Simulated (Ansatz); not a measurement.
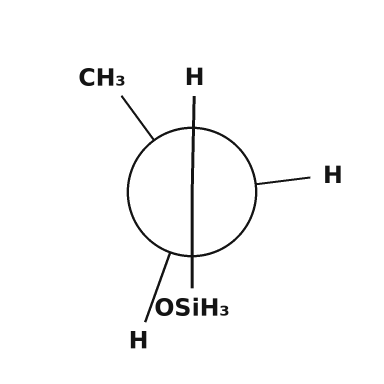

A Newman projection along the B–Si bond, boron in front; angles are drawn as computed, but eclipsed bonds slightly apart. The computed structure is the end point of a PBE0-D4/def2-TZVP optimisation. No frequency run is at hand to confirm it as a minimum.

Q: Which molecule is it?

A: CH9BOSi2, C[SiH2]BO[SiH3]

Q: What is the torsion angle from the front OSiH3 to the back CH3? The sign is positive where the front bond must turn clockwise to cover the back bond.

A: 144°, anticlinal.
